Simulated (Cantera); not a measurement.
Feed: 1 mol Pb, 13 mol CO2, a varied amount of CO, held at 1648.15 K and 4200 Pa.

Equilibrium computed with Cantera from the NASA thermochemical tables; the gas is ideal and each condensed phase is pure. Candidate condensed phases: C, Pb, PbO, PbO2, Pb3O4; 15 gas species. Gases not in the tables: (PbO)n polymers. Kinetics and transport are ignored.

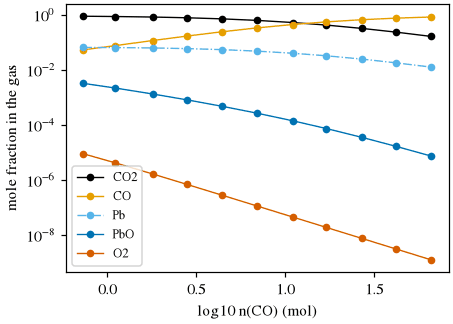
Fig. 1. Equilibrium gas composition (values under 1e-9 drawn at 1e-9)

Question: Read off the mole fractions at 6.9 mol CO.

Answer: CO2 about 0.62, CO about 0.33, Pb about 0.048, PbO about 0.00027, O2 about 1.1e-7.
